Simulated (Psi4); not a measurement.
# H2O (SMILES O): MP3/aug-cc-pVTZ

What is the vertical electron affinity of H2O at MP3/aug-cc-pVTZ? 

The results are computed with Psi4 1.11.

1 further run of the same task is left out (set aside as unsound or not needed).

### 1 The system as given

The species is H2O (3 atoms), meant as a singlet with charge 0. SMILES: `O`. Geometry: relaxed at PBE0-D4/def2-TZVP.

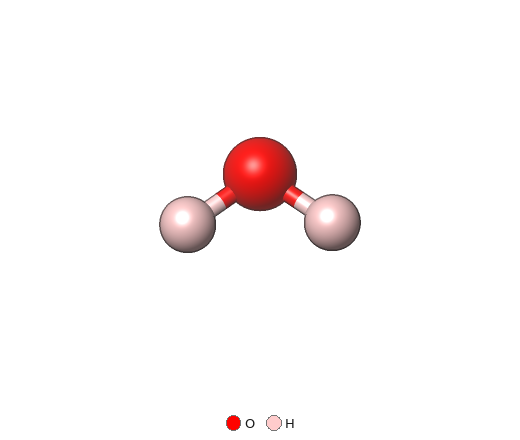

The structure, seen from a chosen angle (oxygen red, hydrogen pink).

### 2 A single-point energy at MP3/aug-cc-pVTZ

File h2o.xyz:

```xyz
3
H2O
O     -0.302700     0.200200    -0.140600
H      0.466500     0.548400     0.315300
H     -0.163800    -0.748600    -0.174700
```

File h2o.py:

```python
import psi4

psi4.set_memory(1600000000)
psi4.set_num_threads(1)
psi4.set_output_file('run.log', False)

with open('h2o.xyz') as f:
    atoms = ''.join(f.readlines()[2:])
molecule = psi4.geometry('0 1\n' + atoms + 'symmetry c1')

psi4.set_options({
    'basis': 'aug-cc-pVTZ',
    'puream': True,
    'e_convergence': 1e-09,
    'd_convergence': 1e-08,
    'scf_type': 'pk',
    'num_frozen_docc': 1,
    'mp_type': 'conv',
})

e, wfn = psi4.energy('mp3', molecule=molecule, return_wfn=True)
print('E =', round(e, 9))
```

Command:

```console
$ python h2o.py
```

run.log (excerpt; [...] marks lines left out):

```text
[...]
  Running in c1 symmetry.
[...]
  Nuclear repulsion =    9.171300754468179
[...]
  Multiplicity = 1
[...]
  Nalpha       = 5
  Nbeta        = 5
[...]
    Number of basis functions: 92
[...]
   @RHF iter   1:   -75.97619881345125   -5.01333e-01   5.09196e-03 ADIIS/DIIS
[...]
   @RHF iter  10:   -76.06047549396450   -3.85114e-12   3.03671e-09 DIIS
[...]
    Orbital Energies [Eh]
    ---------------------
    Doubly Occupied:
       1A    -20.567363     2A     -1.352030     3A     -0.717618
       4A     -0.583457     5A     -0.510014
[...]
  @RHF Final Energy:   -76.06047549396450
   => Energetics <=
    Nuclear Repulsion Energy =              9.1713007544681791
    One-Electron Energy =                -123.0025881517273945
    Two-Electron Energy =                  37.7708119032947067
    Total Energy =                        -76.0604754939645034
[...]
 Multipole Moments:
 ------------------------------------------------------------------------------------
     Multipole            Electronic (a.u.)      Nuclear  (a.u.)        Total (a.u.)
 ------------------------------------------------------------------------------------
 L = 1.  Multiply by 2.5417464519 to convert [e a0] to [Debye]
 Dipole X            :         -0.1665090            0.8318109            0.6653019
 Dipole Y            :          0.1005653           -0.5024246           -0.4018593
 Dipole Z            :          0.0000000            0.0000000            0.0000000
 Magnitude           :                                                    0.7772500
[...]
	SCS-MP2 Total Energy (a.u.)        :   -76.32618815104807
	SOS-MP2 Total Energy (a.u.)        :   -76.32479806852849
[...]
	SOS-PI-MP2 Total Energy (a.u.)     :   -76.34513057426419
[...]
	MP2 Total Energy (a.u.)            :   -76.32896831608724
[...]
	SCS-MP3 Total Energy (a.u.)        :   -76.32685090256383
[...]
	MP3 Total Energy (a.u.)            :   -76.33161932215030
[...]
```

The script printed:

```text
E = -76.331619322
```

Wall time 6 s (1 thread of Intel Xeon 6975P-C (Granite Rapids), shared host); peak memory 1.1 GiB.

### 3 The doublet anion

h2o.xyz is that of step 2.

File run_ase.py:

```python
import numpy as np
from ase.calculators.psi4 import Psi4
from ase.io import read

atoms = read('h2o.xyz')
calc = Psi4(atoms=atoms, method='mp3', basis='aug-cc-pVTZ', memory='1600MB', num_threads=1, charge=-1, multiplicity=2, label='h2o', reference='uhf')
calc.psi4.set_options({'puream': True, 'e_convergence': 1e-09, 'd_convergence': 1e-08, 'scf_type': 'pk', 'num_frozen_docc': 1, 'maxiter': 100, 'mp_type': 'conv'})
atoms.calc = calc

print(f'energy: {atoms.get_potential_energy():.6f} eV')
```

Command:

```console
$ python run_ase.py
```

h2o.dat (excerpt; [...] marks lines left out):

```text
[...]
  Running in c1 symmetry.
[...]
  Nuclear repulsion =    9.171300754468179
[...]
  Multiplicity = 2
[...]
  Nalpha       = 6
  Nbeta        = 5
[...]
    Number of basis functions: 92
[...]
   @UHF iter   1:   -75.88961341523135   -4.14748e-01   5.76385e-03 ADIIS/DIIS
[...]
   @UHF iter  12:   -76.03144369810192   -5.96856e-12   6.54245e-09 DIIS
[...]
   @S^2 Observed:                7.502861871E-01
[...]
  @UHF Final Energy:   -76.03144369810192
   => Energetics <=
    Nuclear Repulsion Energy =              9.1713007544681791
    One-Electron Energy =                -124.6472556095631603
    Two-Electron Energy =                  39.4445111569930518
    Total Energy =                        -76.0314436981019242
  UHF NO Occupations:
  HONO-2 :    4  A 1.9999523
  HONO-1 :    5  A 1.9999517
[...]
 Multipole Moments:
 ------------------------------------------------------------------------------------
     Multipole            Electronic (a.u.)      Nuclear  (a.u.)        Total (a.u.)
 ------------------------------------------------------------------------------------
 L = 1.  Multiply by 2.5417464519 to convert [e a0] to [Debye]
 Dipole X            :         -1.3574140            0.7557969           -0.6016171
 Dipole Y            :          0.8975424           -0.4998697            0.3976728
 Dipole Z            :         -0.6305261            0.3510573           -0.2794688
 Magnitude           :                                                    0.7734271
[...]
	SCS-MP2 Total Energy (a.u.)        :   -76.30133325353449
	SOS-MP2 Total Energy (a.u.)        :   -76.29931262432721
[...]
	SOS-PI-MP2 Total Energy (a.u.)     :   -76.31991792634454
[...]
	MP2 Total Energy (a.u.)            :   -76.30537451194905
[...]
	SCS-MP3 Total Energy (a.u.)        :   -76.30192455825944
[...]
	MP3 Total Energy (a.u.)            :   -76.30773973084885
[...]
```

The script printed:

```text
energy: -2076.439362 eV
```

Run time: 13 s. Hardware: 1 thread of Intel Xeon 6975P-C (Granite Rapids), shared host; peak memory 1.1 GiB.

### 4 Summary of results

Level: MP3/aug-cc-pVTZ, 1 core orbital frozen.

```
                                                                 quantity         value
                                                singlet H2O: total energy  -76.33162 Eh
                         singlet H2O: HOMO energy (Hartree–Fock orbitals)     -13.88 eV
                         singlet H2O: LUMO energy (Hartree–Fock orbitals)       0.80 eV
                       singlet H2O: HOMO–LUMO gap (Hartree–Fock orbitals)      14.68 eV
                  singlet H2O: correlation energy (1 core orbital frozen)    -271.1 mEh
                                              doublet anion: total energy  -76.30774 Eh
doublet anion: HOMO energy (Hartree–Fock orbitals) (highest over α and β)       0.78 eV
 doublet anion: LUMO energy (Hartree–Fock orbitals) (lowest over α and β)       3.87 eV
                doublet anion: correlation energy (1 core orbital frozen)    -276.3 mEh
                         doublet anion: ⟨S²⟩ of the reference determinant         0.750
                        vertical electron affinity (to the doublet anion)     -0.650 eV
```

In words: The anion lies 0.65 eV (62.7 kJ/mol) above the neutral: the electron isn't bound at this level, and such a value depends on the basis. The HOMO (doublet anion) lies at positive energy, 0.78 eV: the electron is unbound at this level or held by a compact basis; values depend on the basis.
